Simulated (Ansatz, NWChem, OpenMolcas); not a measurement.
# AlSiNH8 (SMILES [AlH3-][NH2+][SiH3]): the vertical ionisation energy, rung by rung

The species is AlSiNH8 (11 atoms), meant as a singlet with charge 0. As SMILES, `[AlH3-][NH2+][SiH3]`. The shape is that of a PBE0-D4/def2-TZVP optimisation.

Quantity: the vertical ionisation energy (to the doublet cation), in eV. The values are calculated.

```tsv
level	kind	program	value (eV)
HF/def2-SVP	Hartree–Fock	Ansatz	9.37
SVWN5/def2-SVP	LDA	Ansatz	9.35
revPBE/def2-SVP	GGA	Ansatz	9.32
r2SCAN/def2-SVP	meta-GGA	Ansatz	9.53
M06-2X/def2-SVP	hybrid meta-GGA	OpenMolcas	9.87
wB97M-V/def2-SVP	range-separated hybrid	Ansatz	9.92
wB97X/def2-SVP	range-separated hybrid	Ansatz	10.04
PBE-QIDH/def2-SVP	double hybrid	Ansatz	10.00
MP2/def2-SVP	perturbation theory	NWChem	9.94
CCSD/def2-SVP	coupled cluster or CI	Ansatz	9.92
```

The values span 9.32 to 10.04 eV.

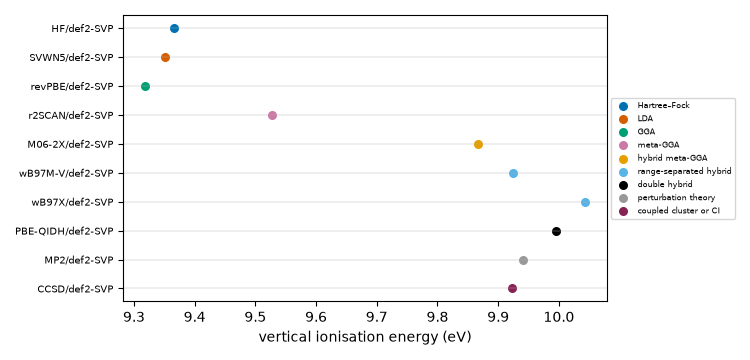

The values of the table, level by level.
